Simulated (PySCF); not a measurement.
# C4H7FO2: a tour of settings

Aim: see how C4H7FO2 (`COC(=CF)OC`) answers to the choice of functional, basis, grid and SCF options, and what happens with inputs that are wrong on purpose.

Programs: PySCF 2.14.0, with density-fitted response routines of our own. Each step states its level of theory. These are calculated values for one molecule, in the gas phase or a continuum, unless marked as measured. Atoms count from 0, in the outputs and in this text.

## Step 1: The starting structure

14 atoms, charge 0, multiplicity 1; geometry from: GFN2-xTB.

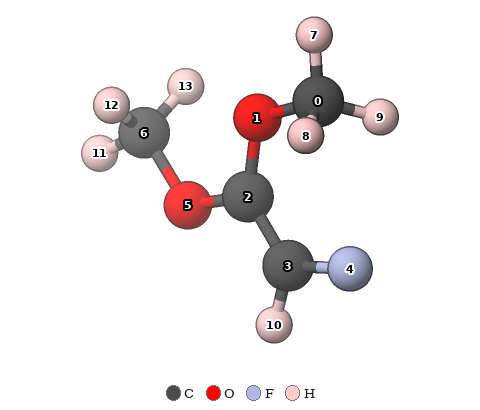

As it starts; carbon dark grey, oxygen red, fluorine light blue, hydrogen pink, atoms numbered; sticks join atoms by distance.

## Step 2: NMR shieldings: HF/pcSseg-1

What the job is given:

```
{"job": {"kind": "nmr", "xc": "HF", "basis": "pcSseg-1", "pop": true, "scf": {"level_shift": 0.3, "guess": "vsap"}}, "charge": 0, "multiplicity": 1}
C     -1.738976    -0.914789     0.097849
O     -0.347157    -0.686964     0.003393
C      0.103567     0.588620    -0.000829
C     -0.572984     1.737614     0.070583
F     -1.926475     1.827915     0.165662
O      1.454806     0.691587    -0.092479
C      2.191429    -0.515928    -0.163562
H     -1.854141    -1.997149     0.083636
H     -2.145891    -0.513296     1.028109
H     -2.272594    -0.476552    -0.747920
H     -0.082572     2.693333     0.056513
H      3.233159    -0.209117    -0.227213
H      2.037277    -1.129060     0.727437
H      1.919874    -1.096687    -1.048234
```

Level: GIAO HF/pcSseg-1 NMR shielding, non-relativistic, gas phase.

Command:

```bash
$ OMP_NUM_THREADS=1 python probes_run.py task.json out
```

The driver reads the jobs from task.json and runs them one after another.

The program printed:

```text
final grid: 116456 points
cycle   1  E = -404.4703723814  dE = -1.382e+00  |g| = 7.705e-01  |ddm| = 2.031e+00
cycle   2  E = -404.5638583732  dE = -9.349e-02  |g| = 2.714e-01  |ddm| = 6.103e-01
cycle   3  E = -404.5787347007  dE = -1.488e-02  |g| = 6.080e-02  |ddm| = 1.703e-01
cycle   4  E = -404.5810033496  dE = -2.269e-03  |g| = 3.034e-02  |ddm| = 9.918e-02
cycle   5  E = -404.5816154973  dE = -6.121e-04  |g| = 1.298e-02  |ddm| = 5.778e-02
cycle   6  E = -404.5817777362  dE = -1.622e-04  |g| = 6.211e-03  |ddm| = 3.121e-02
cycle   7  E = -404.5818182689  dE = -4.053e-05  |g| = 2.750e-03  |ddm| = 1.669e-02
cycle   8  E = -404.5818273607  dE = -9.092e-06  |g| = 1.271e-03  |ddm| = 8.328e-03
cycle   9  E = -404.5818291270  dE = -1.766e-06  |g| = 5.649e-04  |ddm| = 3.631e-03
cycle  10  E = -404.5818294673  dE = -3.403e-07  |g| = 2.572e-04  |ddm| = 1.714e-03
cycle  11  E = -404.5818295273  dE = -5.996e-08  |g| = 1.011e-04  |ddm| = 7.254e-04
cycle  12  E = -404.5818295359  dE = -8.600e-09  |g| = 4.234e-05  |ddm| = 2.800e-04
cycle  13  E = -404.5818295372  dE = -1.354e-09  |g| = 1.588e-05  |ddm| = 1.148e-04
cycle  14  E = -404.5818295374  dE = -1.771e-10  |g| = 6.255e-06  |ddm| = 4.152e-05
level shift removed, Fock matrix diagonalised once more
converged SCF energy = -404.5818295374

GIAO shielding tensors (ppm)
atom      isotropic    diamagn.    paramagn.     s11        s22        s33       span
  0 C      138.878     240.897    -102.019    116.719    117.595    182.318     65.600
  1 O      268.873     403.876    -135.004    181.571    307.466    317.581    136.010
  2 C       34.180     249.326    -215.146    -53.570     57.518     98.594    152.164
  3 C       69.459     246.806    -177.347      5.860     99.000    103.517     97.657
  4 F      446.834     474.152     -27.318    389.172    463.349    487.982     98.811
  5 O      300.772     397.776     -97.004    248.860    280.544    372.913    124.053
  6 C      142.312     241.552     -99.240    120.328    124.030    182.578     62.251
  7 H       28.214      28.883      -0.669     23.816     26.481     34.346     10.530
  8 H       28.062      29.241      -1.178     24.313     26.494     33.380      9.066
  9 H       28.059      29.231      -1.172     24.299     26.500     33.377      9.078
 10 H       25.298      29.911      -4.613     22.015     24.528     29.351      7.336
 11 H       28.571      28.238       0.333     24.285     26.442     34.986     10.701
 12 H       28.595      29.860      -1.265     24.501     26.878     34.407      9.906
 13 H       28.592      29.852      -1.259     24.498     26.870     34.409      9.910
```

Wall time 14 s (1 thread of Arm Neoverse N1, shared host); peak memory 0.68 GiB.

The references, computed at this level on geometries of the same kind, shield at (ppm): ¹H TMS 32.15, ¹³C TMS 193.4, ¹⁹F CFCl3 241.4, ¹⁷O H2O 334.7. Their shielding less the atom's gives the shift. The references are single molecules in the gas phase, so shifts against H2O, NH3, PH3, H3PO4 or CFCl3 are not on the usual liquid scales and can be off by tens of ppm. Atoms listed in one row are averaged.

```tsv
atoms	environment	σ (ppm)	δ (ppm)
C2	alkene carbon bearing oxygen	34.2	159.2
C3	β carbon of an enol-ether or enamine type C=C bonded to F	69.5	123.9
C0	methyl carbon bonded to O	138.9	54.5
C6	methyl carbon bonded to O	142.3	51.1
H10	hydrogen on a β carbon of an enol-ether or enamine type C=C bonded to F	25.30	6.85
H7, H8, H9	hydrogen on a methyl carbon bonded to O	28.11	4.04
H11, H12, H13	hydrogen on a methyl carbon bonded to O	28.59	3.56
O1	ether oxygen	268.9	65.8
O5	ether oxygen	300.8	33.9
F4	vinylic fluorine	446.8	-205.4
```

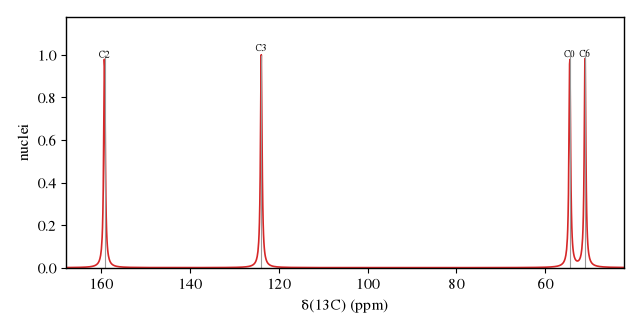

¹³C lines at the computed shifts, without couplings. Lines are broadened to a width of 0.43 ppm (Lorentzian).

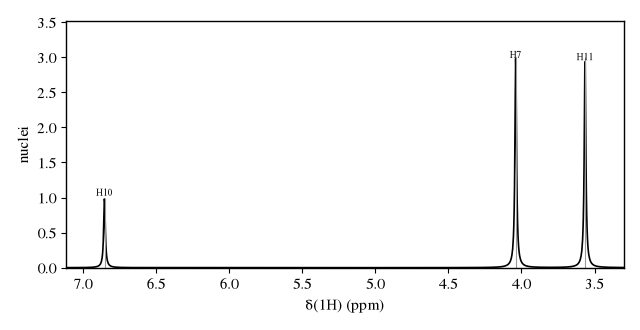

¹H lines at the computed shifts, without couplings. Lines are broadened to a width of 0.01 ppm (Lorentzian).

The run also stored atomic charges by several schemes (e):

```tsv
atoms	Mulliken	IAO	Hirshfeld	ESP fit
C0	0.07	-0.12	0.01	-0.26
O1	-0.63	-0.42	-0.16	-0.24
C2	0.50	0.44	0.15	0.58
C3	0.20	0.01	-0.04	-0.37
F4	-0.39	-0.34	-0.14	-0.15
O5	-0.61	-0.42	-0.18	-0.46
C6	0.07	-0.12	0.00	0.02
```

IAO charges:

C0 -0.12; O1 -0.42; C2 0.44; C3 0.01; F4 -0.34; O5 -0.42; C6 -0.12; H7 0.14; H8 0.13; H9 0.13; H10 0.16; H11 0.14; H12 0.13; H13 0.13

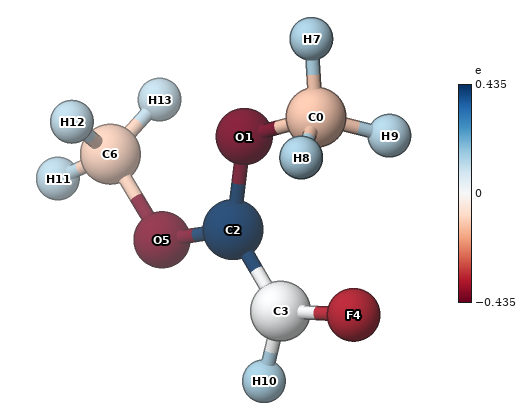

IAO charges, as colours on the atoms.

Mayer bond orders: C0–O1 0.80, O1–C2 0.97, C2–C3 1.82, C3–F4 0.80, C2–O5 0.96, O5–C6 0.82.

## Step 3: NMR shieldings: WP04/3-21G

What the job is given:

```
{"job": {"kind": "nmr", "xc": "WP04", "basis": "3-21G", "pop": true, "scf": {"conv": 0.01, "max_cycle": 86}}, "charge": 0, "multiplicity": 1}
C     -3.286665    -1.728951     0.184935
O     -0.656127    -1.298362     0.006413
C      0.195742     1.112492    -0.001567
C     -1.082940     3.284090     0.133402
F     -3.641038     3.454759     0.313101
O      2.749583     1.307099    -0.174785
C      4.141801    -0.975104    -0.309132
H     -3.504326    -3.774612     0.158072
H     -4.055734    -0.970129     1.943126
H     -4.295203    -0.900683    -1.413569
H     -0.156061     5.090399     0.106810
H      6.110671    -0.395231    -0.429433
H      3.850454    -2.133923     1.374856
H      3.628562    -2.072738    -1.981162
```

With the program's defaults for keys left out, this is: GIAO WP04/3-21G NMR shielding, non-relativistic, gas phase.

The program printed:

```text
final grid: 116456 points
cycle   1  E = -408.2626043492  dE =  1.435e+00  |g| = 2.752e+00  |ddm| = 2.543e+00
cycle   2  E = -362.9262584010  dE =  4.534e+01  |g| = 6.640e+00  |ddm| = 6.977e+00
cycle   3  E = -391.0359492195  dE = -2.811e+01  |g| = 4.930e+00  |ddm| = 6.366e+00
cycle   4  E = -388.7719270299  dE =  2.264e+00  |g| = 4.999e+00  |ddm| = 6.833e+00
cycle   5  E = -392.6615378421  dE = -3.890e+00  |g| = 4.155e+00  |ddm| = 3.281e+00
cycle   6  E = -396.8903997200  dE = -4.229e+00  |g| = 4.515e+00  |ddm| = 5.609e+00
cycle   7  E = -404.5227466773  dE = -7.632e+00  |g| = 3.586e+00  |ddm| = 3.439e+00
cycle   8  E = -399.2454968767  dE =  5.277e+00  |g| = 5.332e+00  |ddm| = 4.129e+00
cycle   9  E = -408.8384589978  dE = -9.593e+00  |g| = 2.769e+00  |ddm| = 3.124e+00
cycle  10  E = -403.9404795646  dE =  4.898e+00  |g| = 2.921e+00  |ddm| = 3.407e+00
[... 66 cycles left out ...]
cycle  77  E = -355.2974702204  dE =  3.575e+01  |g| = 7.819e+00  |ddm| = 8.009e+00
cycle  78  E = -380.4696313531  dE = -2.517e+01  |g| = 3.857e+00  |ddm| = 7.530e+00
cycle  79  E = -370.5394083880  dE =  9.930e+00  |g| = 7.810e+00  |ddm| = 7.669e+00
cycle  80  E = -380.9201933368  dE = -1.038e+01  |g| = 6.110e+00  |ddm| = 3.768e+00
cycle  81  E = -374.4463749858  dE =  6.474e+00  |g| = 6.500e+00  |ddm| = 5.191e+00
cycle  82  E = -349.2789086947  dE =  2.517e+01  |g| = 8.121e+00  |ddm| = 7.299e+00
cycle  83  E = -377.9679315852  dE = -2.869e+01  |g| = 6.198e+00  |ddm| = 7.372e+00
cycle  84  E = -376.2104865183  dE =  1.757e+00  |g| = 7.324e+00  |ddm| = 5.249e+00
cycle  85  E = -377.4472100432  dE = -1.237e+00  |g| = 7.004e+00  |ddm| = 6.479e-01
cycle  86  E = -379.1349755892  dE = -1.688e+00  |g| = 6.766e+00  |ddm| = 3.325e+00
SCF not converged, last energy = -379.1349755892
```

It took 23 s on 1 thread of Arm Neoverse N1, shared host; peak memory 0.41 GiB.

Why it failed: All coordinates were scaled by 1.89, as when Å and bohr are mixed up; on that geometry the gradient is still 6.8e+00 after 86 cycles. The remedy is to restore the coordinates. Numbers printed on the way are no properties of the molecule.

## Step 4: NMR shieldings: OLYP/pcSseg-1 in chloroform

What the job is given:

```
{"job": {"kind": "nmr", "xc": "OLYP", "basis": "pcSseg-1", "solvent": "chloroform", "pop": true, "scf": {"level_shift": 0.2}}, "charge": 0, "multiplicity": 1}
C     -1.738976    -0.914789     0.097849
O     -0.347157    -0.686964     0.003393
C      0.103567     0.588620    -0.000829
C     -0.572984     1.737614     0.070583
F     -1.926475     1.827915     0.165662
O      1.454806     0.691587    -0.092479
C      2.191429    -0.515928    -0.163562
H     -1.854141    -1.997149     0.083636
H     -2.145891    -0.513296     1.028109
H     -2.272594    -0.476552    -0.747920
H     -0.082572     2.693333     0.056513
H      3.233159    -0.209117    -0.227213
H      2.037277    -1.129060     0.727437
H      1.919874    -1.096687    -1.048234
```

With the program's defaults for keys left out, this is: GIAO OLYP/pcSseg-1 NMR shielding, non-relativistic, IEF-PCM chloroform.

The program printed:

```text
final grid: 116456 points
cycle   1  E = -406.5595737133  dE =  8.945e-01  |g| = 8.649e-01  |ddm| = 3.200e+00
cycle   2  E = -406.4894507422  dE =  7.012e-02  |g| = 1.136e+00  |ddm| = 1.128e+00
cycle   3  E = -406.6851078594  dE = -1.957e-01  |g| = 1.847e-01  |ddm| = 4.334e-01
cycle   4  E = -406.6913314931  dE = -6.224e-03  |g| = 3.439e-02  |ddm| = 1.335e-01
cycle   5  E = -406.6915867479  dE = -2.553e-04  |g| = 1.073e-02  |ddm| = 4.298e-02
cycle   6  E = -406.6916037049  dE = -1.696e-05  |g| = 4.882e-03  |ddm| = 8.330e-03
cycle   7  E = -406.6916079071  dE = -4.202e-06  |g| = 1.765e-03  |ddm| = 3.208e-03
cycle   8  E = -406.6916084335  dE = -5.265e-07  |g| = 3.574e-04  |ddm| = 1.240e-03
cycle   9  E = -406.6916084588  dE = -2.522e-08  |g| = 7.416e-05  |ddm| = 3.762e-04
cycle  10  E = -406.6916084600  dE = -1.260e-09  |g| = 2.291e-05  |ddm| = 1.143e-04
cycle  11  E = -406.6916084602  dE = -1.746e-10  |g| = 8.350e-06  |ddm| = 4.616e-05
level shift removed, Fock matrix diagonalised once more
converged SCF energy = -406.6916084602

GIAO shielding tensors (ppm)
atom      isotropic    diamagn.    paramagn.     s11        s22        s33       span
  0 C      124.376     243.426    -119.050     97.367     99.667    176.093     78.726
  1 O      220.444     401.520    -181.076    126.628    265.446    269.258    142.629
  2 C       27.862     254.246    -226.384    -34.784     39.053     79.317    114.101
  3 C       60.561     248.197    -187.635      1.076     77.949    102.660    101.584
  4 F      395.958     473.469     -77.511    339.469    416.382    432.023     92.554
  5 O      252.654     396.469    -143.815    194.424    243.855    319.682    125.257
  6 C      128.940     243.624    -114.683    100.863    108.734    177.223     76.360
  7 H       27.666      28.955      -1.288     23.998     26.004     32.997      9.000
  8 H       27.316      29.517      -2.201     23.706     25.924     32.316      8.610
  9 H       27.313      29.503      -2.190     23.694     25.930     32.315      8.621
 10 H       24.778      30.178      -5.401     22.015     22.912     29.407      7.392
 11 H       28.016      27.962       0.054     24.423     26.099     33.526      9.103
 12 H       27.916      30.027      -2.111     24.285     25.924     33.540      9.255
 13 H       27.915      30.013      -2.098     24.281     25.923     33.542      9.260
```

Wall time 25 s (1 thread of Arm Neoverse N1, shared host); peak memory 0.75 GiB.

This run: δ C2 156.1, C3 123.4, C0 59.5, C6 55.0, H10 6.95, H7 4.30 ppm (means over like atoms).

## Step 5: TDDFT and polarisability: B97-2/def2-SVPD in dimethylsulfoxide

Same as in step 4 but for these lines:

```diff
@@ -1,2 +1,2 @@
-{"job": {"kind": "nmr", "xc": "OLYP", "basis": "pcSseg-1", "solvent": "chloroform", "pop": true, "scf": {"level_shift": 0.2}}, "charge": 0, "multiplicity": 1}
+{"job": {"kind": "uv", "xc": "B97-2", "basis": "def2-SVPD", "solvent": "dimethylsulfoxide", "nstates": 12, "ntriplets": 0, "tda": false, "grid": 3}, "charge": 0, "multiplicity": 1}
 C     -1.738976    -0.914789     0.097849
```

Method: TDDFT B97-2/def2-SVPD, vertical, IEF-PCM dimethylsulfoxide (non-equilibrium linear response), core orbitals frozen in the response.

The program printed:

```text
coarse grid: 11944 points
cycle   1  E = -406.3022876025  dE =  9.166e-01  |g| = 7.046e-01  |ddm| = 5.332e+00
cycle   2  E = -406.2026667531  dE =  9.962e-02  |g| = 1.028e+00  |ddm| = 2.094e+00
cycle   3  E = -406.3876851081  dE = -1.850e-01  |g| = 8.814e-02  |ddm| = 1.351e+00
cycle   4  E = -406.3889444091  dE = -1.259e-03  |g| = 4.324e-02  |ddm| = 1.464e-01
cycle   5  E = -406.3893756185  dE = -4.312e-04  |g| = 1.013e-02  |ddm| = 6.150e-02
cycle   6  E = -406.3893978988  dE = -2.228e-05  |g| = 3.121e-03  |ddm| = 1.622e-02
cycle   7  E = -406.3893998107  dE = -1.912e-06  |g| = 7.065e-04  |ddm| = 3.916e-03
final grid: 167560 points
cycle   8  E = -406.4526483040  dE = -4.714e-05  |g| = 8.916e-03  |ddm| = 1.766e-01
cycle   9  E = -406.4526263105  dE =  2.199e-05  |g| = 1.407e-02  |ddm| = 2.350e-02
cycle  10  E = -406.4526621869  dE = -3.588e-05  |g| = 8.472e-04  |ddm| = 1.409e-02
cycle  11  E = -406.4526623555  dE = -1.687e-07  |g| = 2.726e-04  |ddm| = 1.358e-03
cycle  12  E = -406.4526623708  dE = -1.527e-08  |g| = 7.609e-05  |ddm| = 3.576e-04
cycle  13  E = -406.4526623719  dE = -1.072e-09  |g| = 2.103e-05  |ddm| = 1.116e-04
cycle  14  E = -406.4526623719  dE = -7.390e-11  |g| = 7.074e-06  |ddm| = 3.525e-05
converged SCF energy = -406.4526623719

Static polarisability (au): isotropic 77.606, principal 61.542 78.594 92.682

Singlet excitations
state   eV       nm        f      main configurations
  1   5.3664    231.0   0.02617   H->L 0.95
  2   6.1340    202.1   0.00132   H->L+2 0.83, H->L+4 0.13
  3   6.5719    188.7   0.00016   H->L+3 0.95
  4   6.6590    186.2   0.35079   H->L+1 0.93
  5   6.6970    185.1   0.00238   H->L+4 0.83, H->L+2 0.14
  6   7.1579    173.2   0.00167   H->L+5 0.93
  7   7.2977    169.9   0.00838   H->L+6 0.97
  8   7.5543    164.1   0.00648   H->L+7 0.93
  9   8.0202    154.6   0.01322   H->L+8 0.95
 10   8.1602    151.9   0.00054   H-1->L 0.95
 11   8.2553    150.2   0.04659   H->L+9 0.95
 12   8.3724    148.1   0.00885   H->L+10 0.95
```

Wall time 60 s (1 thread of Arm Neoverse N1, shared host); peak memory 0.89 GiB.

The orbitals next to the gap, with their largest atomic shares:

```tsv
orbital	eV	atoms
HOMO−3	-9.86	O5 38 %, C6 18 %, H11 9 %
HOMO−2	-9.38	O1 27 %, C0 16 %, F4 10 %
HOMO−1	-8.57	O1 31 %, O5 31 %, C0 10 %
HOMO	-5.86	C3 34 %, C2 18 %, O5 16 %
LUMO	0.62	C3 19 %, C2 14 %, C0 14 %
LUMO+1	1.20	C2 32 %, C3 28 %, O1 11 %
LUMO+2	1.28	C6 19 %, F4 13 %, O5 12 %
```

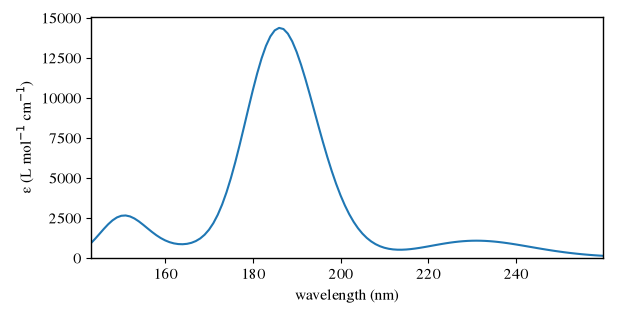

Absorption spectrum: each of the 12 states is a Gaussian band of 0.4 eV half-width at 1/e. Beyond the last state computed it falls off for lack of states.

Further results of this job:

```tsv
property	computed
dipole moment (D)	2.54
polarisability (Å³)	11.50
HOMO–LUMO gap (eV)	6.47
−ε(HOMO) (eV)	5.86
```

## Step 6: Nuclear shieldings: PBE0/STO-3G

Same as in step 5 but for these lines:

```diff
@@ -1,2 +1,2 @@
-{"job": {"kind": "uv", "xc": "B97-2", "basis": "def2-SVPD", "solvent": "dimethylsulfoxide", "nstates": 12, "ntriplets": 0, "tda": false, "grid": 3}, "charge": 0, "multiplicity": 1}
+{"job": {"kind": "nmr", "xc": "PBE0", "basis": "STO-3G", "pop": false, "scf": {"conv": 1e-08, "aux": "def2-universal-jkfit"}}, "charge": 0, "multiplicity": 1}
 C     -1.738976    -0.914789     0.097849
```

Method: GIAO PBE0/STO-3G NMR shielding, non-relativistic, gas phase.

The program printed:

```text
final grid: 116456 points
cycle   1  E = -400.9413653601  dE =  1.232e+00  |g| = 5.788e-01  |ddm| = 4.849e+00
cycle   2  E = -400.9219917536  dE =  1.937e-02  |g| = 6.802e-01  |ddm| = 1.598e+00
cycle   3  E = -401.0532173513  dE = -1.312e-01  |g| = 5.623e-02  |ddm| = 8.570e-01
cycle   4  E = -401.0537477096  dE = -5.304e-04  |g| = 4.210e-02  |ddm| = 1.489e-01
cycle   5  E = -401.0543402756  dE = -5.926e-04  |g| = 6.513e-03  |ddm| = 6.980e-02
cycle   6  E = -401.0543547050  dE = -1.443e-05  |g| = 1.524e-03  |ddm| = 1.144e-02
cycle   7  E = -401.0543554770  dE = -7.719e-07  |g| = 1.633e-04  |ddm| = 2.274e-03
cycle   8  E = -401.0543554845  dE = -7.580e-09  |g| = 8.397e-05  |ddm| = 3.572e-04
converged SCF energy = -401.0543554845

GIAO shielding tensors (ppm)
atom      isotropic    diamagn.    paramagn.     s11        s22        s33       span
  0 C      186.254     246.890     -60.637    165.014    165.275    228.471     63.456
  1 O      315.851     379.799     -63.948    218.116    359.642    369.795    151.679
  2 C      115.253     259.687    -144.434     74.272    118.122    153.365     79.093
  3 C      136.500     257.168    -120.668     81.892    158.807    168.802     86.910
  4 F      398.673     454.250     -55.577    320.827    362.654    512.539    191.712
  5 O      323.858     373.656     -49.799    262.790    340.688    368.095    105.305
  6 C      188.692     246.042     -57.350    167.219    169.660    229.197     61.977
  7 H       30.248      30.054       0.194     25.735     27.627     37.380     11.645
  8 H       30.384      30.865      -0.481     26.410     28.804     35.938      9.528
  9 H       30.381      30.848      -0.467     26.400     28.806     35.936      9.536
 10 H       28.401      30.938      -2.537     24.519     28.763     31.921      7.403
 11 H       30.389      28.707       1.682     25.890     27.547     37.731     11.841
 12 H       30.549      30.960      -0.411     26.083     29.003     36.560     10.477
 13 H       30.545      30.942      -0.397     26.083     28.990     36.562     10.479
```

Run time: 5.2 s. Hardware: 1 thread of Arm Neoverse N1, shared host; peak memory 0.4 GiB.

In short: δ C2 120.9, C3 99.7, C0 49.9, C6 47.5, H10 4.62, H7 2.68 ppm (means over like atoms).

## Step 7: Run by run: NMR shifts

Shifts (ppm), means over like atoms, with basis size and wall time:

```tsv
run	C2	C3	C0	C6	H10	H7	H11	functions	time
HF/pcSseg-1	159.2	123.9	54.5	51.1	6.85	4.04	3.56	154	14 s
OLYP/pcSseg-1 in chloroform	156.1	123.4	59.5	55.0	6.95	4.30	3.78	154	25 s
PBE0/STO-3G	120.9	99.7	49.9	47.5	4.62	2.68	2.52	42	5.2 s
```

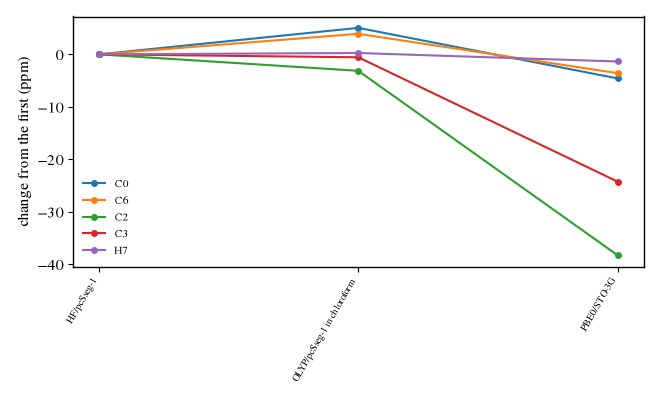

How five of the tabulated atoms move from run to run.

## Step 8: Results

| quantity | value |
| --- | --- |
| ¹³C shifts against TMS (HF/pcSseg-1) | 159.2, 123.9, 54.5, 51.1 ppm |
| ¹H shifts against TMS (HF/pcSseg-1, means over atoms taken as alike) | 6.85, 4.04, 3.56 ppm |
| ¹⁷O shifts against H2O (HF/pcSseg-1) | 65.8, 33.9 ppm |
| ¹⁹F shifts against CFCl3 (HF/pcSseg-1) | -205.4 ppm |
| lowest singlet (B97-2/def2-SVPD) | 5.37 eV (231 nm), f = 0.026 |
| brightest single state of those computed | state 4, 6.66 eV, f = 0.351 |
| range of the shift of C0 (minimal bases aside) | 54.5 to 59.5 ppm |
| property runs in this session | 5, of which 1 failed and 1 gave unsound results |

Single values in the summary come from the first sound run of each kind (HF/pcSseg-1; B97-2/def2-SVPD), which need not be the best level. The most deshielded carbon is C2 (alkene carbon bearing oxygen), at 159.2 ppm: an sp2 carbon further deshielded by the attached heteroatom. The most deshielded hydrogen is H10 (hydrogen on a β carbon of an enol-ether or enamine type C=C bonded to F), at 6.85 ppm: attached to an sp2 carbon and in the plane of the double bond. At HF/pcSseg-1: Shielding is most anisotropic at C2 (span 152 ppm, paramagnetic term -215 ppm). The first singlet state (HOMO→LUMO 0.95) lies at 5.37 eV and is weak; of the 12 states computed, the strongest absorption comes from state 4 at 6.66 eV. Leaving out the minimal-basis runs, which are unusable for shieldings: Among the atoms with a shift in every run: In ppm, C0 moves most: its shift spreads over 5.0 ppm, from 54.5 (HF/pcSseg-1) to 59.5 (OLYP/pcSseg-1 in chloroform). Each shift counts from a reference computed in the same medium, and that reference moves with the solvent too, so shifts and shieldings show the solvent's effect differently.
